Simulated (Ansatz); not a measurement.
## Be$_{18}$HF: geometry relaxation (part 2 of 2)

Be$_{18}$HF (slab, 20 atoms in the cell); DFT PBE-D3(BJ), scalar-relativistic, plane waves, PAW, no spin polarisation (Ansatz 0.2.0); cutoff 420 eV, 5×4×1 k-mesh, Gaussian smearing of 0.15 eV. The input holds or restrains some coordinates. Forces given for the steps count only the free coordinates. It belongs to a series of runs on one base structure; here: end point B relaxed.

Geometry of the input (Å; fractional positions):
```
4.5800  0.0000  0.0000
3.4350  5.9496  0.0000
0.0000  0.0000  15.5884
Be 0.0000  0.0000  0.0642
Be 0.5000  0.0000  0.0642
Be 0.0000  0.3333  0.0642
Be 0.5000  0.3333  0.0642
Be 0.0000  0.6667  0.0642
Be 0.5000  0.6667  0.0642
Be -0.1667  0.2222  0.1792
Be 0.3333  0.2222  0.1792
Be -0.1667  0.5556  0.1792
Be 0.3333  0.5556  0.1792
Be -0.1667  0.8889  0.1792
Be 0.3333  0.8889  0.1792
Be 0.0000  0.0000  0.2943
Be 0.5000  0.0000  0.2943
Be 0.0000  0.3333  0.2943
Be 0.5000  0.3333  0.2943
Be 0.0000  0.6667  0.2943
Be 0.5000  0.6667  0.2943
F  0.2500  0.1667  0.3630
H  0.3333  0.5556  0.2745
```

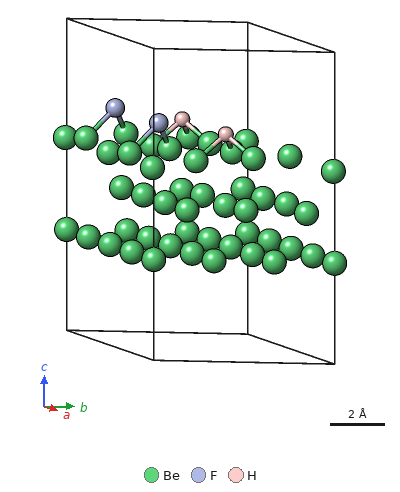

The geometry at step 9 of the log (ball-and-stick view of the 2 × 1 repeat of the cell, with the vacuum cut short, seen slightly off an axis).

### The program's output, continued
```
--- Forces (eV/Å), atoms counted from 1 ---
  atom   1  Be     0.01825197    -0.02757712     0.11973928
  atom   2  Be    -0.02766524    -0.10289011    -0.00992566
  atom   3  Be    -0.00809750     0.09779075     0.10508589
  atom   4  Be     0.00316643     0.07696127    -0.08644069
  atom   5  Be    -0.02720295    -0.06347136     0.03970232
  atom   6  Be     0.03933557     0.01959299    -0.16656085
  atom   7  Be    -0.00054652     0.00179301    -0.00386695
  atom   8  Be     0.00045675    -0.00098976    -0.00457438
  atom   9  Be    -0.00301682     0.00068982     0.00148755
  atom  10  Be    -0.00059049    -0.00080749     0.01124144
  atom  11  Be     0.00340223     0.00386889     0.00462398
  atom  12  Be     0.00417343    -0.00255528    -0.00286920
  atom  13  Be    -0.01569476    -0.00681922     0.00394959
  atom  14  Be     0.00169682    -0.00370883    -0.00447082
  atom  15  Be     0.00343579    -0.00315118    -0.00426571
  atom  16  Be     0.00543019     0.00617202    -0.00442035
  atom  17  Be    -0.00224273     0.00227647    -0.00125029
  atom  18  Be     0.01052522     0.00941589    -0.00802750
  atom  19  F      0.00292915     0.00445971     0.00582711
  atom  20  H     -0.00775677    -0.01104693     0.00521309
  max |Σ_I F_I| component: 1.98e-4 eV/Å
--- Relaxed structure (17 steps of the walk, 15 accepted, 0 SCFs on fresh bases) ---
  F+E_penalty+E_count = -2493.55044926 eV   max|allowed force component| = 1.569e-2 eV/Å
  atoms:
    - { symbol: Be, position: [0.0, 0.0, 0.06415014] }
    - { symbol: Be, position: [0.5, 0.0, 0.06415014] }
    - { symbol: Be, position: [2.000000001722846e-8, 0.33333331000000005, 0.06415014] }
    - { symbol: Be, position: [0.5000000200000001, 0.33333331000000005, 0.06415014] }
    - { symbol: Be, position: [4.000000003445692e-8, 0.6666666100000002, 0.06415014] }
    - { symbol: Be, position: [0.50000004, 0.6666666100000002, 0.06415014] }
    - { symbol: Be, position: [-0.1667100500927418, 0.22292562529190227, 0.18169068130000274] }
    - { symbol: Be, position: [0.33292714712919813, 0.22283716131164039, 0.17762324459513998] }
    - { symbol: Be, position: [-0.15926854261772266, 0.5510641689965586, 0.1826751557966387] }
    - { symbol: Be, position: [0.32953718755235056, 0.5543683078841173, 0.1781226817834918] }
    - { symbol: Be, position: [-0.1679881625798717, 0.8907100524623383, 0.17949092944366288] }
    - { symbol: Be, position: [0.3295225208742395, 0.8931225478670948, 0.1805381519026637] }
    - { symbol: Be, position: [0.004996826054711029, -0.006053127304168615, 0.2874335034066639] }
    - { symbol: Be, position: [0.513267523925956, -0.017634725327448225, 0.2988949972998076] }
    - { symbol: Be, position: [-0.011116714226712288, 0.3346054958496739, 0.296334353545594] }
    - { symbol: Be, position: [0.5134413842475436, 0.34090278055274104, 0.2991135999706308] }
    - { symbol: Be, position: [-0.010055766552124368, 0.6812133085843474, 0.29388740434780686] }
    - { symbol: Be, position: [0.5014896862210683, 0.6716672773753819, 0.298817906989272] }
    - { symbol: F, position: [0.33381041666530453, 0.22289109190511364, 0.3613790503985177] }
    - { symbol: H, position: [0.3173840900419385, 0.5781685386696948, 0.34970373582676595] }
```

### Trajectory as extended XYZ (Å, eV, eV/Å), 11 of the 17 frames kept, from step=1 to step=17
```
20
Lattice="4.5800 0.0000 0.0000 3.4350 5.9496 0.0000 0.0000 0.0000 15.5884" Properties=species:S:1:pos:R:3:forces:R:3 step=1 energy=-2491.71159
Be    0.0000    0.0000    1.0000    0.0321   0.0157   0.0441
Be    2.2900    0.0000    1.0000   -0.0473  -0.1137   0.0659
Be    1.1450    1.9832    1.0000    0.0282   0.1285   0.0265
Be    3.4350    1.9832    1.0000   -0.0013   0.0839  -0.0583
Be    2.2900    3.9664    1.0000   -0.0257  -0.1513  -0.1423
Be    4.5800    3.9664    1.0000    0.0259   0.0748  -0.1789
Be    0.0000    1.3221    2.7942    0.0822  -0.2048   0.2379
Be    2.2900    1.3221    2.7942    0.0444  -0.0375  -0.1544
Be    1.1450    3.3053    2.7942    0.0160  -0.0646  -0.0375
Be    3.4350    3.3053    2.7942   -0.0249  -0.0013  -1.2448
Be    2.2900    5.2885    2.7942   -0.0604  -0.0460  -0.1479
Be    4.5800    5.2885    2.7942   -0.0687   0.3501   0.3661
Be    0.0000    0.0000    4.5884   -0.5739  -0.4549  -0.5434
Be    2.2900    0.0000    4.5884    0.3021  -0.9988  -0.1874
Be    1.1450    1.9832    4.5884   -0.7952   0.6352  -0.2122
Be    3.4350    1.9832    4.5884    0.9003  -0.8085  -0.5212
Be    2.2900    3.9664    4.5884   -1.1864   1.0327   0.1756
Be    4.5800    3.9664    4.5884    1.1793   0.5941   0.2181
F     1.7175    0.9916    5.6584    0.1494  -0.0479   1.9140
H     3.4350    3.3053    4.2784    0.0241   0.0143   0.3801
20
Lattice="4.5800 0.0000 0.0000 3.4350 5.9496 0.0000 0.0000 0.0000 15.5884" Properties=species:S:1:pos:R:3:forces:R:3 step=3 energy=-2492.45922
Be    0.0000    0.0000    1.0000    0.0715  -0.0271   0.0166
Be    2.2900    0.0000    1.0000   -0.1867  -0.0923   0.1922
Be    1.1450    1.9832    1.0000    0.1134   0.0762   0.1665
Be    3.4350    1.9832    1.0000   -0.0053   0.0195  -0.1272
Be    2.2900    3.9664    1.0000   -0.1115  -0.1889  -0.1449
Be    4.5800    3.9664    1.0000    0.1236   0.1685  -0.1631
Be    0.0539    1.2889    2.8019    0.0525   0.0499  -0.1345
Be    2.3012    1.2970    2.8290    0.0108   0.0399  -0.0600
Be    1.1415    3.2664    2.8113   -0.0075   0.0237   0.0467
Be    3.4226    3.3216    2.7444   -0.0707   0.0036  -0.1138
Be    2.2378    5.2828    2.7639    0.0521  -0.0949  -0.0157
Be    4.5833    5.3352    2.8543    0.0357  -0.1210  -0.0783
Be   -0.0961   -0.0547    4.4832    0.0487   0.0401   0.0829
Be    2.2536   -0.0228    4.7972   -0.0486   0.0783   0.1096
Be    1.1132    1.9718    4.7654    0.0404  -0.1378   0.0313
Be    3.5662    1.9245    4.4485   -0.0712   0.1944   0.0364
Be    2.1638    4.0670    4.6116    0.1136   0.0389  -0.1866
Be    4.6708    4.0107    4.6394   -0.1561  -0.0633  -0.1266
F     1.8004    1.0589    5.9426    0.0764   0.1743  -0.2637
H     3.4149    3.3567    4.4158   -0.0811  -0.1818   0.7317
20
Lattice="4.5800 0.0000 0.0000 3.4350 5.9496 0.0000 0.0000 0.0000 15.5884" Properties=species:S:1:pos:R:3:forces:R:3 step=4 energy=-2492.62075
Be    0.0000    0.0000    1.0000    0.0696  -0.0500   0.0182
Be    2.2900    0.0000    1.0000   -0.1976  -0.0926   0.1768
Be    1.1450    1.9832    1.0000    0.1430   0.0880   0.1597
Be    3.4350    1.9832    1.0000   -0.0083   0.0468  -0.1353
Be    2.2900    3.9664    1.0000   -0.1114  -0.2056  -0.1387
Be    4.5800    3.9664    1.0000    0.0970   0.1518  -0.1654
Be    0.0642    1.2892    2.7929    0.0080   0.0725  -0.0873
Be    2.3058    1.2973    2.8236    0.0128   0.0651  -0.0168
Be    1.1352    3.2651    2.8146   -0.0049   0.0152   0.0874
Be    3.4101    3.3239    2.7582   -0.0505   0.0069  -0.1436
Be    2.2396    5.2761    2.7561    0.0781  -0.0535   0.0057
Be    4.5877    5.3318    2.8545   -0.0182  -0.1293  -0.0634
Be   -0.1009   -0.0557    4.4739    0.0929   0.0897   0.0772
Be    2.2482   -0.0162    4.8234   -0.0633   0.1221   0.0988
Be    1.1062    1.9753    4.7674    0.1243  -0.1581   0.0082
Be    3.5786    1.9144    4.4400   -0.1354   0.2372   0.0562
Be    2.1388    4.0975    4.5985    0.3149  -0.1465  -0.2007
Be    4.6701    4.0198    4.6388   -0.3581  -0.1204  -0.1784
F     1.8412    1.1085    5.9560    0.0578   0.1741  -0.4303
H     3.3918    3.3359    4.6085   -0.0509  -0.1133   0.8724
20
Lattice="4.5800 0.0000 0.0000 3.4350 5.9496 0.0000 0.0000 0.0000 15.5884" Properties=species:S:1:pos:R:3:forces:R:3 step=6 energy=-2493.06899
Be    0.0000    0.0000    1.0000    0.0608  -0.0754   0.0289
Be    2.2900    0.0000    1.0000   -0.2043  -0.0830   0.1215
Be    1.1450    1.9832    1.0000    0.1527   0.0881   0.1565
Be    3.4350    1.9832    1.0000   -0.0170   0.0303  -0.1497
Be    2.2900    3.9664    1.0000   -0.1348  -0.1734  -0.1805
Be    4.5800    3.9664    1.0000    0.1010   0.1575  -0.2109
Be    0.0640    1.2992    2.7895   -0.0224   0.0515  -0.0446
Be    2.3093    1.3052    2.8214    0.0187   0.0577  -0.0239
Be    1.1314    3.2623    2.8225   -0.0010  -0.0128   0.0759
Be    3.4025    3.3267    2.7311   -0.0167  -0.0274  -0.0382
Be    2.2462    5.2719    2.7527    0.0601  -0.0264   0.0205
Be    4.5811    5.3267    2.8534   -0.0360  -0.0778  -0.0467
Be   -0.1021   -0.0455    4.4685    0.0813   0.0771   0.0269
Be    2.2467   -0.0264    4.8337   -0.0360   0.0647  -0.0020
Be    1.1087    1.9717    4.7486    0.1280  -0.1176  -0.0631
Be    3.5772    1.9475    4.4375   -0.1842   0.4737   0.0810
Be    2.1590    4.0871    4.5746    0.4524  -0.2808  -0.1197
Be    4.6412    4.0126    4.6168   -0.4406  -0.1609  -0.1251
F     1.8838    1.1473    5.9322    0.0219   0.1020  -0.3672
H     3.3814    3.3104    5.0046    0.0161  -0.0671   0.8603
20
Lattice="4.5800 0.0000 0.0000 3.4350 5.9496 0.0000 0.0000 0.0000 15.5884" Properties=species:S:1:pos:R:3:forces:R:3 step=7 energy=-2493.29805
Be    0.0000    0.0000    1.0000    0.0553  -0.0805   0.0394
Be    2.2900    0.0000    1.0000   -0.1971  -0.0873   0.0950
Be    1.1450    1.9832    1.0000    0.1342   0.0875   0.1492
Be    3.4350    1.9832    1.0000   -0.0144   0.0261  -0.1412
Be    2.2900    3.9664    1.0000   -0.1398  -0.1552  -0.1944
Be    4.5800    3.9664    1.0000    0.1040   0.1592  -0.2348
Be    0.0551    1.3080    2.7910   -0.0434   0.0188   0.0145
Be    2.3115    1.3131    2.8175    0.0080   0.0110  -0.0221
Be    1.1314    3.2598    2.8306    0.0104  -0.0101   0.0192
Be    3.4029    3.3252    2.7159   -0.0113  -0.0283   0.0695
Be    2.2525    5.2690    2.7561    0.0041   0.0021   0.0261
Be    4.5735    5.3224    2.8502   -0.0096   0.0192  -0.0212
Be   -0.0982   -0.0325    4.4696   -0.0012   0.0338  -0.0245
Be    2.2492   -0.0390    4.8183   -0.0022  -0.0678  -0.1042
Be    1.1141    1.9664    4.7225   -0.0074  -0.0588  -0.1012
Be    3.5579    2.0083    4.4468   -0.0372   0.2871   0.0430
Be    2.2081    4.0511    4.5632    0.2499  -0.1307  -0.0223
Be    4.6022    3.9988    4.6008   -0.1796  -0.0694  -0.0122
F     1.8934    1.1516    5.8931    0.0523   0.0490  -0.1527
H     3.3913    3.3058    5.1994    0.0249  -0.0055   0.5735
20
Lattice="4.5800 0.0000 0.0000 3.4350 5.9496 0.0000 0.0000 0.0000 15.5884" Properties=species:S:1:pos:R:3:forces:R:3 step=9 energy=-2493.43063
Be    0.0000    0.0000    1.0000    0.0300  -0.0568   0.1016
Be    2.2900    0.0000    1.0000   -0.1300  -0.0957   0.0630
Be    1.1450    1.9832    1.0000    0.0993   0.0764   0.1539
Be    3.4350    1.9832    1.0000    0.0027   0.0859  -0.0699
Be    2.2900    3.9664    1.0000   -0.0784  -0.1391  -0.0848
Be    4.5800    3.9664    1.0000    0.0682   0.1167  -0.1746
Be    0.0354    1.3247    2.8126   -0.0148  -0.0248  -0.0109
Be    2.3222    1.3185    2.8089   -0.0174   0.0071  -0.0679
Be    1.1451    3.2650    2.8467    0.0196   0.0007   0.0200
Be    3.4058    3.3219    2.7471   -0.0024   0.0010   0.0183
Be    2.2590    5.2718    2.7731    0.0257   0.0247   0.0488
Be    4.5760    5.3360    2.8461   -0.0048  -0.0098  -0.0361
Be   -0.0713   -0.0237    4.4692   -0.0165  -0.0439  -0.0226
Be    2.2708   -0.0856    4.7406    0.0068   0.0261   0.0326
Be    1.1263    1.9549    4.6685   -0.0192  -0.0081   0.0453
Be    3.5668    2.0842    4.5111   -0.0867  -0.0921   0.1129
Be    2.2850    4.0284    4.5916    0.0040   0.0016  -0.0186
Be    4.5913    3.9932    4.6312   -0.0365   0.0032   0.0546
F     2.0246    1.1791    5.7918    0.0919   0.0674  -0.1453
H     3.4273    3.3327    5.4336    0.0584   0.0592  -0.0195
20
Lattice="4.5800 0.0000 0.0000 3.4350 5.9496 0.0000 0.0000 0.0000 15.5884" Properties=species:S:1:pos:R:3:forces:R:3 step=11 energy=-2493.52475
Be    0.0000    0.0000    1.0000    0.0181  -0.0294   0.1172
Be    2.2900    0.0000    1.0000   -0.0378  -0.1055  -0.0044
Be    1.1450    1.9832    1.0000    0.0121   0.0974   0.1180
Be    3.4350    1.9832    1.0000    0.0263   0.0973  -0.0967
Be    2.2900    3.9664    1.0000   -0.0373  -0.0813   0.0254
Be    4.5800    3.9664    1.0000    0.0390   0.0417  -0.1549
Be    0.0126    1.3258    2.8294   -0.0011  -0.0036  -0.0042
Be    2.3031    1.3252    2.7697   -0.0194   0.0058   0.0054
Be    1.1587    3.2757    2.8513    0.0073  -0.0091  -0.0043
Be    3.4098    3.3085    2.7754    0.0152  -0.0070  -0.0464
Be    2.2827    5.2954    2.7929    0.0128  -0.0037   0.0014
Be    4.5828    5.3273    2.8213   -0.0211  -0.0377  -0.0042
Be   -0.0162   -0.0379    4.4771   -0.0173  -0.0057  -0.0107
Be    2.2918   -0.1053    4.6807   -0.0146  -0.0380  -0.0441
Be    1.1093    1.9757    4.6317   -0.0688   0.0492  -0.0665
Be    3.5419    2.0526    4.6093   -0.1466  -0.1391   0.1401
Be    2.2984    4.0472    4.5845   -0.0194  -0.0141   0.0080
Be    4.6029    3.9965    4.6523    0.0156   0.0115   0.0088
F     2.2205    1.2803    5.6475    0.2540   0.1535   0.0103
H     3.4490    3.4010    5.4498   -0.0171   0.0176   0.0010
20
Lattice="4.5800 0.0000 0.0000 3.4350 5.9496 0.0000 0.0000 0.0000 15.5884" Properties=species:S:1:pos:R:3:forces:R:3 step=12 energy=-2493.48403 accepted=F
Be    0.0000    0.0000    1.0000    0.0171  -0.0203   0.1153
Be    2.2900    0.0000    1.0000   -0.0091  -0.1194  -0.0532
Be    1.1450    1.9832    1.0000   -0.0596   0.1080   0.0660
Be    3.4350    1.9832    1.0000    0.0177   0.0704  -0.0983
Be    2.2900    3.9664    1.0000   -0.0230  -0.0429   0.0710
Be    4.5800    3.9664    1.0000    0.0415  -0.0078  -0.1687
Be   -0.0090    1.3240    2.8405    0.0269  -0.0022  -0.0207
Be    2.2798    1.3279    2.7479    0.0067  -0.0290   0.0967
Be    1.1666    3.2801    2.8473   -0.0100   0.0179  -0.0188
Be    3.4152    3.2911    2.7830   -0.0002   0.0146  -0.0145
Be    2.2969    5.3059    2.8037   -0.0196  -0.0378  -0.0661
Be    4.5767    5.3058    2.8037    0.0160   0.0023   0.0286
Be    0.0089   -0.0534    4.4804    0.1546   0.1129   0.0376
Be    2.3036   -0.1216    4.6358   -0.0984   0.0789  -0.0031
Be    1.0876    2.0073    4.6010    0.0572  -0.0807  -0.0064
Be    3.5098    2.0080    4.6949    0.6360   0.3534  -0.4865
Be    2.2930    4.0499    4.5808    0.0273   0.0116   0.0028
Be    4.6074    3.9953    4.6683    0.0015  -0.0292  -0.0372
F     2.3796    1.3728    5.5831   -0.7737  -0.4871   0.5514
H     3.4448    3.4386    5.4493   -0.0090   0.0867   0.0030
20
Lattice="4.5800 0.0000 0.0000 3.4350 5.9496 0.0000 0.0000 0.0000 15.5884" Properties=species:S:1:pos:R:3:forces:R:3 step=14 energy=-2493.53343 accepted=F
Be    0.0000    0.0000    1.0000    0.0090  -0.0373   0.1166
Be    2.2900    0.0000    1.0000   -0.0253  -0.1123  -0.0075
Be    1.1450    1.9832    1.0000    0.0019   0.1012   0.0918
Be    3.4350    1.9832    1.0000    0.0037   0.1066  -0.0879
Be    2.2900    3.9664    1.0000   -0.0108  -0.0649   0.0529
Be    4.5800    3.9664    1.0000    0.0191   0.0238  -0.1587
Be    0.0047    1.3258    2.8204    0.0162  -0.0092   0.1063
Be    2.2956    1.3288    2.7673   -0.0026  -0.0192  -0.0540
Be    1.1609    3.2811    2.8431    0.0078  -0.0129   0.0387
Be    3.4117    3.2999    2.7890    0.0012   0.0115  -0.1385
Be    2.2896    5.3008    2.8030   -0.0145  -0.0343  -0.0972
Be    4.5715    5.3205    2.8147    0.0228  -0.0394   0.0086
Be   -0.0236   -0.0459    4.4835    0.2849   0.0941  -0.0440
Be    2.2941   -0.0948    4.6393   -0.0628  -0.1586   0.0417
Be    1.1337    1.9771    4.6165   -0.3036   0.0750  -0.0566
Be    3.5218    2.0278    4.6352    0.1943   0.0347   0.0763
Be    2.2958    4.0489    4.5815   -0.0384   0.0149   0.0082
Be    4.6056    3.9966    4.6595    0.0247  -0.0134  -0.0288
F     2.3256    1.3121    5.6232   -0.1307   0.0548   0.1194
H     3.4400    3.4367    5.4482    0.0026  -0.0152   0.0146
20
Lattice="4.5800 0.0000 0.0000 3.4350 5.9496 0.0000 0.0000 0.0000 15.5884" Properties=species:S:1:pos:R:3:forces:R:3 step=15 energy=-2493.54837
Be    0.0000    0.0000    1.0000    0.0154  -0.0309   0.1209
Be    2.2900    0.0000    1.0000   -0.0235  -0.1071  -0.0143
Be    1.1450    1.9832    1.0000   -0.0084   0.1004   0.1006
Be    3.4350    1.9832    1.0000    0.0037   0.0834  -0.0872
Be    2.2900    3.9664    1.0000   -0.0235  -0.0641   0.0406
Be    4.5800    3.9664    1.0000    0.0409   0.0178  -0.1675
Be    0.0014    1.3257    2.8310   -0.0025   0.0032  -0.0023
Be    2.2909    1.3255    2.7665   -0.0056   0.0017   0.0090
Be    1.1660    3.2785    2.8480   -0.0052  -0.0008  -0.0051
Be    3.4147    3.2988    2.7782   -0.0022  -0.0023  -0.0087
Be    2.2908    5.2982    2.7989   -0.0056  -0.0011  -0.0019
Be    4.5776    5.3155    2.8129   -0.0042  -0.0019   0.0074
Be   -0.0008   -0.0371    4.4801    0.0052   0.0027  -0.0007
Be    2.2914   -0.1063    4.6585   -0.0090   0.0043  -0.0104
Be    1.0932    1.9894    4.6173    0.0047   0.0062  -0.0026
Be    3.5157    2.0289    4.6598    0.0230   0.0124   0.0040
Be    2.2958    4.0511    4.5855   -0.0543   0.0339  -0.0500
Be    4.6079    3.9982    4.6534   -0.0830  -0.0318   0.0516
F     2.2888    1.3254    5.6291    0.0126  -0.0061   0.0242
H     3.4170    3.4471    5.4526    0.1216  -0.0197  -0.0077
20
Lattice="4.5800 0.0000 0.0000 3.4350 5.9496 0.0000 0.0000 0.0000 15.5884" Properties=species:S:1:pos:R:3:forces:R:3 step=17 energy=-2493.55045
Be    0.0000    0.0000    1.0000    0.0183  -0.0276   0.1197
Be    2.2900    0.0000    1.0000   -0.0277  -0.1029  -0.0099
Be    1.1450    1.9832    1.0000   -0.0081   0.0978   0.1051
Be    3.4350    1.9832    1.0000    0.0032   0.0770  -0.0864
Be    2.2900    3.9664    1.0000   -0.0272  -0.0635   0.0397
Be    4.5800    3.9664    1.0000    0.0393   0.0196  -0.1666
Be    0.0022    1.3263    2.8323   -0.0005   0.0018  -0.0039
Be    2.2903    1.3258    2.7689    0.0005  -0.0010  -0.0046
Be    1.1635    3.2786    2.8476   -0.0030   0.0007   0.0015
Be    3.4135    3.2983    2.7767   -0.0006  -0.0008   0.0112
Be    2.2902    5.2994    2.7980    0.0034   0.0039   0.0046
Be    4.5771    5.3137    2.8143    0.0042  -0.0026  -0.0029
Be    0.0021   -0.0360    4.4806   -0.0157  -0.0068   0.0040
Be    2.2902   -0.1049    4.6593    0.0017  -0.0037  -0.0045
Be    1.0985    1.9908    4.6194    0.0034  -0.0032  -0.0043
Be    3.5226    2.0282    4.6627    0.0054   0.0062  -0.0044
Be    2.2939    4.0529    4.5812   -0.0022   0.0023  -0.0013
Be    4.6040    3.9961    4.6581    0.0105   0.0094  -0.0080
F     2.2945    1.3261    5.6333    0.0029   0.0045   0.0058
H     3.4396    3.4399    5.4513   -0.0078  -0.0110   0.0052
```

### Results in brief

```json
{"quantity": "outcome", "value": "converged under the restraints of the input"}
{"quantity": "electrons treated", "value": "44"}
{"quantity": "free energy", "value": "−2493.5504 eV"}
{"quantity": "Fermi energy", "value": "−0.285 eV"}
{"quantity": "final volume", "value": "424.77 Å³"}
{"quantity": "largest force (length of the vector) at the end, held atoms and coordinates included", "value": "0.172 eV/Å"}
{"quantity": "hardware", "value": "1 thread of Arm Neoverse V1, 24 GiB of memory available, shared host"}
{"quantity": "wall time", "value": "3.4 min"}
{"quantity": "peak memory", "value": "0.55 GiB"}
```
